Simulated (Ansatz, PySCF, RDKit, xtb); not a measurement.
# Isomers of C5H6F2OSi, a sample narrowed down, part 2 of 2

Which of a sample of isomers of C5H6F2OSi is the most stable in the gas at 298.15 K, and what are its properties? The sample is small against all isomers, and the most stable one of this formula need not be in it.

xtb, Ansatz and PySCF; isolated molecules.

**12. The ranking**

Energies in kcal/mol from c034a; G adds the thermal terms to the CCSD(T)/def2-SVP + MP2/def2-TZVPP - MP2/def2-SVP energy. The columns left of the relaxed level are at the tight-binding geometries.

```
 label                                   SMILES     spin  r2SCAN-D4/def2-SVP  B3LYP/def2-SVP  HF/def2-SVP  MP2/def2-SVP  CCSD(T)/def2-SVP + MP2/def2-TZVPP - MP2/def2-SVP     G  share at equilibrium     T1
 c034a                       CC1=CC=CO[Si]1(F)F  singlet                 0.0             0.0          0.0           0.0                                               0.0   0.0               100.0 %  0.013
 c905d                      C#C/C=C\CO[SiH](F)F  singlet                62.1            55.6         50.7          53.4                                              52.0  47.1               < 0.1 %  0.012
c034at  [CH3][C]1[CH][CH][CH][O][Si]1([F])[F] ‡  triplet                65.9            54.8         37.3          70.4                                              60.3  57.3               < 0.1 %  0.026
```

‡ marks the bonded skeleton alone, with all bonds drawn single: no Lewis structure was assigned that passes a check against the bond lengths.

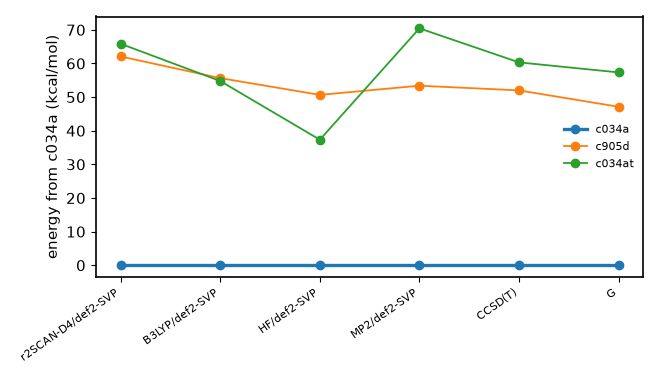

The finalists at each level, measured from c034a.

Lowest found: c034a, `CC1=CC=CO[Si]1(F)F`, a singlet. Bond lengths: C1–C2 1.509 Å, C2–C3 1.366 Å, C3–C4 1.452 Å, C4–C5 1.353 Å, C5–O8 1.349 Å, C2–Si9 1.828 Å, F6–Si9 1.614 Å, F7–Si9 1.614 Å, O8–Si9 1.672 Å, C1–H10 1.102 Å, C1–H11 1.104 Å, C1–H12 1.104 Å, C3–H13 1.098 Å, C4–H14 1.091 Å, C5–H15 1.094 Å. Some angles: C1–C2–C3 122.3°, C1–C2–Si9 122.3°, C3–C2–Si9 115.3°, C2–C3–C4 126.6°, C3–C4–C5 123.6°, C4–C5–O8 123.7°, C5–O8–Si9 124.3°, C2–Si9–F6 115.3°, C2–Si9–F7 115.3°, C2–Si9–O8 106.4°.

```xyz
15

C    -0.8586   -1.2225    1.5279
C     0.1331   -0.2397    0.9562
C     0.2419   -0.0087   -0.3859
C     1.1586    0.9114   -1.0352
C     2.0486    1.6799   -0.3652
F     2.2908   -0.1512    2.9061
F     0.5617    1.6967    3.0854
O     2.1808    1.6748    0.9773
Si    1.2731    0.7250    2.0107
H    -1.4527   -1.7020    0.7338
H    -1.5584   -0.7306    2.2258
H    -0.3534   -2.0187    2.1020
H    -0.4242   -0.5673   -1.0571
H     1.1343    0.9933   -2.1232
H     2.7357    2.3709   -0.8618
```

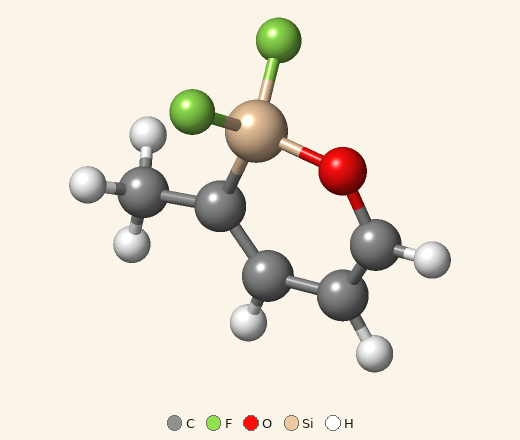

The lowest structure found, seen from a chosen angle (carbon grey, fluorine green, oxygen red, silicon light orange, hydrogen white).

**13. Density, orbitals and dipole (PBE0/def2-SVPD)**

Contents of input.yaml:

```yaml
crystal:
  periodic: [false, false, false]
  atoms:
    - {symbol: C, position_ang: [-0.858630, -1.222543, 1.527878]}
    - {symbol: C, position_ang: [0.133103, -0.239695, 0.956190]}
    - {symbol: C, position_ang: [0.241921, -0.008696, -0.385874]}
    - {symbol: C, position_ang: [1.158625, 0.911401, -1.035199]}
    - {symbol: C, position_ang: [2.048628, 1.679907, -0.365226]}
    - {symbol: F, position_ang: [2.290805, -0.151211, 2.906059]}
    - {symbol: F, position_ang: [0.561723, 1.696716, 3.085366]}
    - {symbol: O, position_ang: [2.180795, 1.674826, 0.977333]}
    - {symbol: Si, position_ang: [1.273072, 0.724995, 2.010748]}
    - {symbol: H, position_ang: [-1.452750, -1.702041, 0.733761]}
    - {symbol: H, position_ang: [-1.558448, -0.730633, 2.225770]}
    - {symbol: H, position_ang: [-0.353430, -2.018733, 2.102016]}
    - {symbol: H, position_ang: [-0.424239, -0.567345, -1.057126]}
    - {symbol: H, position_ang: [1.134289, 0.993252, -2.123160]}
    - {symbol: H, position_ang: [2.735657, 2.370939, -0.861764]}
basis:
  gaussian:
    orbitals: def2-SVPD
hamiltonian:
  xc: pbe0
output: {forces: true, orbitals: {seedname: orbitals}}
```

Started as:

```bash
$ ansatz run input.yaml --threads 4 --pin off --max-ram 7830MiB --events-out events.jsonl --progress --plain --runs-dir runs
```

What it wrote, cut to the lines that bear on the results:

```text
Warning: RAYON_NUM_THREADS=4 ignored (pool sized by the plan → 4); use --threads N
Functional definition: PBE0
  name "PBE0"
[...]
2029 factors; their error is unknown
[...]
mean field -20617.12043756 eV, -757.6652012941 hartree, gradient 4.1e-5 eV, S^2 0.000000; 0 other end points of the search recorded, 0 dependent functions left out
[...]
reference -20617.12047916 eV, -757.6652028229 hartree; 38, 38 occupied and 203, 203 virtual orbitals, 2029 factors
[...]
Atom 10 at    -1.558448    -0.730633     2.225770 Å, force     0.057323    -0.024583    -0.061222 eV/Å
Atom 11 at    -0.353430    -2.018733     2.102016 Å, force    -0.025868     0.064946    -0.052885 eV/Å
Atom 12 at    -0.424239    -0.567345    -1.057126 Å, force     0.028981     0.021830     0.055531 eV/Å
Atom 13 at     1.134289     0.993252    -2.123160 Å, force     0.017634     0.010252     0.062907 eV/Å
Atom 14 at     2.735657     2.370939    -0.861764 Å, force    -0.060945    -0.061504     0.037802 eV/Å
Dipole moment:    -0.250295    -0.177598    -0.585249 e Å
```

Run time: 9 s. Hardware: 4 threads of Arm Neoverse V1, shared host; peak memory 0.94 GiB.

**14. Electronic excitations (TD-PBE0/def2-SVPD)**

An in-house driver calls PySCF's response routines at TD-PBE0/def2-SVPD; it has no typed input.

What it wrote:

```text
coarse grid: 14032 points
cycle   1  E = -757.4332709917  dE =  1.197e+00  |g| = 8.274e-01  |ddm| = 7.704e+00
cycle   2  E = -757.3209728980  dE =  1.123e-01  |g| = 1.176e+00  |ddm| = 2.598e+00
cycle   3  E = -757.5587583191  dE = -2.378e-01  |g| = 9.612e-02  |ddm| = 1.366e+00
cycle   4  E = -757.5603295351  dE = -1.571e-03  |g| = 4.941e-02  |ddm| = 3.054e-01
cycle   5  E = -757.5608703692  dE = -5.408e-04  |g| = 1.904e-02  |ddm| = 1.055e-01
cycle   6  E = -757.5609581421  dE = -8.777e-05  |g| = 2.852e-03  |ddm| = 3.525e-02
cycle   7  E = -757.5609601224  dE = -1.980e-06  |g| = 3.081e-04  |ddm| = 7.618e-03
final grid: 134616 points
cycle   8  E = -757.6652409647  dE = -2.866e-05  |g| = 8.768e-03  |ddm| = 1.683e-01
cycle   9  E = -757.6652190820  dE =  2.188e-05  |g| = 1.347e-02  |ddm| = 4.064e-02
cycle  10  E = -757.6652575711  dE = -3.849e-05  |g| = 2.053e-03  |ddm| = 2.418e-02
cycle  11  E = -757.6652585946  dE = -1.023e-06  |g| = 2.466e-04  |ddm| = 3.524e-03
cycle  12  E = -757.6652586050  dE = -1.037e-08  |g| = 1.257e-04  |ddm| = 6.456e-04
cycle  13  E = -757.6652586088  dE = -3.892e-09  |g| = 2.405e-05  |ddm| = 2.575e-04
cycle  14  E = -757.6652586090  dE = -1.492e-10  |g| = 8.657e-06  |ddm| = 9.671e-05
converged SCF energy = -757.6652586090

Static polarisability (au): isotropic 83.877, principal 57.802 87.563 106.266

Singlet excitations
state   eV       nm        f      main configurations
  1   4.7689    260.0   0.23083   H->L 0.97
  2   6.0411    205.2   0.00003   H-2->L 0.98
  3   6.1223    202.5   0.00029   H->L+1 0.92
  4   6.4357    192.7   0.00389   H->L+2 0.92
  5   6.5346    189.7   0.03085   H-1->L 0.53, H->L+3 0.44
  6   6.9146    179.3   0.00029   H->L+4 0.96
  7   7.2659    170.6   0.01228   H->L+5 0.93
  8   7.3881    167.8   0.24497   H->L+3 0.47, H-1->L 0.35, H->L+7 0.12

Triplet excitations (Tamm-Dancoff, eV): 2.8211 4.8467 5.6366
```

Wall time 18 s (4 threads of Arm Neoverse V1, shared host); peak memory 1.3 GiB.

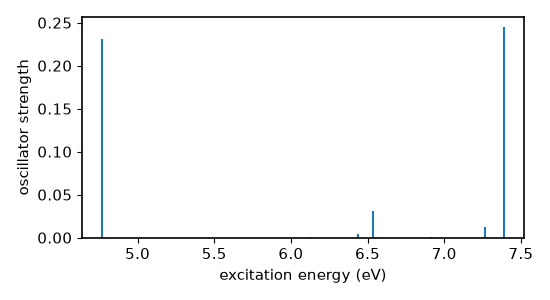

Vertical excitations as sticks.

The roots found:

```
excited state  energy (eV)  strength
            1        4.769    0.2308
            2        6.041    0.0000
            3        6.122    0.0003
            4        6.436    0.0039
            5        6.535    0.0308
            6        6.915    0.0003
            7        7.266    0.0123
            8        7.388    0.2450
```

**15. NMR shieldings (GIAO PBE0/pcSseg-1)**

An in-house driver calls PySCF's response routines at GIAO PBE0/pcSseg-1; it has no typed input.

What it wrote:

```text
coarse grid: 14032 points
cycle   1  E = -757.8112799243  dE =  1.267e+00  |g| = 8.924e-01  |ddm| = 3.742e+00
cycle   2  E = -757.6955609490  dE =  1.157e-01  |g| = 1.264e+00  |ddm| = 1.347e+00
cycle   3  E = -757.9467323155  dE = -2.512e-01  |g| = 9.581e-02  |ddm| = 8.035e-01
cycle   4  E = -757.9482173350  dE = -1.485e-03  |g| = 5.188e-02  |ddm| = 1.172e-01
cycle   5  E = -757.9487846411  dE = -5.673e-04  |g| = 1.935e-02  |ddm| = 5.521e-02
cycle   6  E = -757.9488708128  dE = -8.617e-05  |g| = 2.937e-03  |ddm| = 1.780e-02
cycle   7  E = -757.9488728102  dE = -1.997e-06  |g| = 3.503e-04  |ddm| = 2.639e-03
final grid: 134616 points
cycle   8  E = -758.0226174689  dE = -3.221e-05  |g| = 9.753e-03  |ddm| = 2.931e-02
cycle   9  E = -758.0225911085  dE =  2.636e-05  |g| = 1.515e-02  |ddm| = 1.702e-02
cycle  10  E = -758.0226361708  dE = -4.506e-05  |g| = 2.149e-03  |ddm| = 1.151e-02
cycle  11  E = -758.0226372363  dE = -1.066e-06  |g| = 2.962e-04  |ddm| = 1.854e-03
cycle  12  E = -758.0226372500  dE = -1.372e-08  |g| = 1.487e-04  |ddm| = 3.131e-04
cycle  13  E = -758.0226372556  dE = -5.595e-09  |g| = 2.819e-05  |ddm| = 1.463e-04
cycle  14  E = -758.0226372558  dE = -1.803e-10  |g| = 8.915e-06  |ddm| = 3.400e-05
converged SCF energy = -758.0226372558

GIAO shielding tensors (ppm)
atom      isotropic    diamagn.    paramagn.     s11        s22        s33       span
  0 C      161.371     245.946     -84.575    148.611    150.468    185.033     36.422
  1 C       57.565     266.535    -208.969    -44.612     48.426    168.883    213.495
  2 C       30.564     254.961    -224.397    -87.884     37.968    141.607    229.491
  3 C       73.667     257.184    -183.517    -33.754     97.739    157.017    190.772
  4 C       26.329     249.708    -223.379    -71.598     49.342    101.242    172.840
  5 F      305.267     468.121    -162.854    264.612    278.617    372.571    107.959
  6 F      305.329     468.838    -163.509    264.634    278.742    372.612    107.978
  7 O      155.018     395.352    -240.334     52.530    108.847    303.676    251.146
  8 Si     405.686     878.568    -472.881    384.989    407.804    424.267     39.277
  9 H       29.513      30.252      -0.739     25.659     28.008     34.872      9.213
 10 H       28.971      28.653       0.318     24.416     27.756     34.740     10.323
 11 H       28.971      28.204       0.767     24.417     27.757     34.739     10.322
 12 H       24.353      33.810      -9.457     22.225     22.846     27.988      5.763
 13 H       25.843      31.456      -5.613     23.916     26.371     27.243      3.327
 14 H       24.249      27.692      -3.443     20.425     25.945     26.377      5.952
```

It took 9.9 s on 4 threads of Arm Neoverse V1, shared host; peak memory 1.3 GiB.

Isotropic shieldings, averaged over atoms that the bond graph makes equivalent (absolute, not shifts):

```
        atoms  shielding (ppm)
           C1            161.4
           C2             57.6
           C3             30.6
           C4             73.7
           C5             26.3
       F6, F7            305.3
           O8            155.0
          Si9            405.7
H10, H11, H12            29.15
          H13            24.35
          H14            25.84
          H15            24.25
```

**16. The cation at the same geometry (PBE0/def2-SVPD)**

Edit input.yaml of step 13 so:

```diff
@@ -19,6 +19,5 @@
 basis:
-  gaussian:
-    orbitals: def2-SVPD
-hamiltonian:
-  xc: pbe0
-output: {forces: true, orbitals: {seedname: orbitals}}
+  gaussian: {orbitals: def2-SVPD}
+total_charge: 1
+magnetization: {spin_polarized: true, initial_magnetization: 1}
+hamiltonian: {xc: pbe0}
```

Started as:

```bash
$ ansatz run input.yaml --threads 4 --pin off --max-ram 7830MiB --events-out events.jsonl --progress --plain --runs-dir runs
```

What it wrote, cut to the lines that bear on the results:

```text
Warning: RAYON_NUM_THREADS=4 ignored (pool sized by the plan → 4); use --threads N
[... 2 set-up lines as earlier in the session ...]
[...]
2029 factors; their error is unknown
[...]
mean field -20608.42904814 eV, -757.3457986242 hartree, gradient 5.6e-5 eV, S^2 0.764593; 0 other end points of the search recorded, 0 dependent functions left out
reference -20608.42909053 eV, -757.3458001822 hartree; 38, 37 occupied and 203, 204 virtual orbitals, 2029 factors
Total energy: -20608.42909053 eV, -757.3458001822 hartree
```

It took 12 s on 4 threads of Arm Neoverse V1, shared host; peak memory 1.2 GiB.

Difference from the parent: 8.69 eV.

**17. The anion at the same geometry (PBE0/def2-SVPD)**

Edit input.yaml of step 16 so:

```diff
@@ -19,5 +19,11 @@
 basis:
-  gaussian: {orbitals: def2-SVPD}
-total_charge: 1
-magnetization: {spin_polarized: true, initial_magnetization: 1}
-hamiltonian: {xc: pbe0}
+  gaussian:
+    orbitals: def2-SVPD
+scf:
+  lower_state_search: "off"
+magnetization:
+  spin_polarized: true
+  initial_magnetization: 1
+total_charge: -1
+hamiltonian:
+  xc: {name: PBE0}
```

Started as:

```bash
$ ansatz run input.yaml --threads 4 --pin off --max-ram 7830MiB --events-out events.jsonl --progress --plain --runs-dir runs
```

What it wrote, cut to the lines that bear on the results:

```text
Warning: RAYON_NUM_THREADS=4 ignored (pool sized by the plan → 4); use --threads N
[... 2 set-up lines as earlier in the session ...]
[...]
2029 factors; their error is unknown
[...]
mean field -20616.88624490 eV, -757.6565948728 hartree, gradient 4.1e-6 eV, S^2 0.764282; 0 other end points of the search recorded, 0 dependent functions left out
reference -20616.88628807 eV, -757.6565964590 hartree; 39, 38 occupied and 202, 203 virtual orbitals, 2029 factors
Total energy: -20616.88628807 eV, -757.6565964590 hartree
Checks for a lower state left out: stability, starts, cluster_reference, orbital_swaps, neighbouring_geometries, increment
```

Run time: 9.3 s. Hardware: 4 threads of Arm Neoverse V1, shared host; peak memory 1 GiB.

Parent less the species with the added electron: -0.23 eV. The extra electron isn't bound at this geometry, so the number measures the basis, not the molecule.

**18. The triplet at the same geometry (PBE0/def2-SVPD)**

Edit input.yaml of step 17 so:

```diff
@@ -1 +1,3 @@
+basis:
+  gaussian: {orbitals: def2-SVPD}
 crystal:
@@ -18,12 +20,3 @@
     - {symbol: H, position_ang: [2.735657, 2.370939, -0.861764]}
-basis:
-  gaussian:
-    orbitals: def2-SVPD
-scf:
-  lower_state_search: "off"
-magnetization:
-  spin_polarized: true
-  initial_magnetization: 1
-total_charge: -1
-hamiltonian:
-  xc: {name: PBE0}
+magnetization: {spin_polarized: true, initial_magnetization: 2}
+hamiltonian: {xc: {name: PBE0}}
```

Started as:

```bash
$ ansatz run input.yaml --threads 4 --pin off --max-ram 7830MiB --events-out events.jsonl --progress --plain --runs-dir runs
```

What it wrote, cut to the lines that bear on the results:

```text
Warning: RAYON_NUM_THREADS=4 ignored (pool sized by the plan → 4); use --threads N
[... 2 set-up lines as earlier in the session ...]
[...]
2029 factors; their error is unknown
[...]
mean field -20614.24749101 eV, -757.5596224557 hartree, gradient 3.8e-5 eV, S^2 2.007375; 2 other end points of the search recorded, 0 dependent functions left out
reference -20614.24753299 eV, -757.5596239985 hartree; 39, 37 occupied and 202, 204 virtual orbitals, 2029 factors
Total energy: -20614.24753299 eV, -757.5596239985 hartree
```

It took 16 s on 4 threads of Arm Neoverse V1, shared host; peak memory 1.2 GiB.

It lies 2.87 eV above the singlet.

**19. Results**

What follows sums up all 2 parts.

| quantity | value |
| --- | --- |
| lowest structure found | CC1=CC=CO[Si]1(F)F, singlet |
| next finalist | C#C/C=C\CO[SiH](F)F, singlet, 47.1 kcal/mol higher in G |
| share at equilibrium, among the finalists | 100.0 % |
| funnel | 29 starts, 27 minima at GFN2-xTB, 6 screening runs, 3 relaxed, 3 ranked |
| CPU time of all runs | 63 min |
| dipole moment (PBE0/def2-SVPD) | 3.17 D |
| HOMO energy (PBE0/def2-SVPD) | -6.83 eV |
| LUMO energy (PBE0/def2-SVPD) | -1.53 eV |
| HOMO–LUMO gap (PBE0/def2-SVPD) | 5.30 eV |
| lowest excitation (TD-PBE0/def2-SVPD) | 4.77 eV (f = 0.231) |
| strongest of the states computed, same level | 7.39 eV (f = 0.245) |
| lowest triplet excitation, same level, Tamm-Dancoff | 2.82 eV |
| vertical ionisation energy | 8.69 eV |
| vertical electron affinity | -0.23 eV (unbound: the value depends on the basis) |
| vertical triplet less singlet | +2.87 eV |

**Reading.** The search ends on `CC1=CC=CO[Si]1(F)F`. Among the finalists first place is clear (47.1 kcal/mol); structures outside the list aren't covered. r2SCAN-D4/def2-SVP, B3LYP/def2-SVP, HF/def2-SVP and MP2/def2-SVP already put its bonding pattern lowest among the structures in one piece. The largest share of the time went into the final energies (55 %). Lowest found is not proven lowest: the search is finite, and each finalist counts with one conformer. Patterns outside the rules of the enumeration were met only by chance.
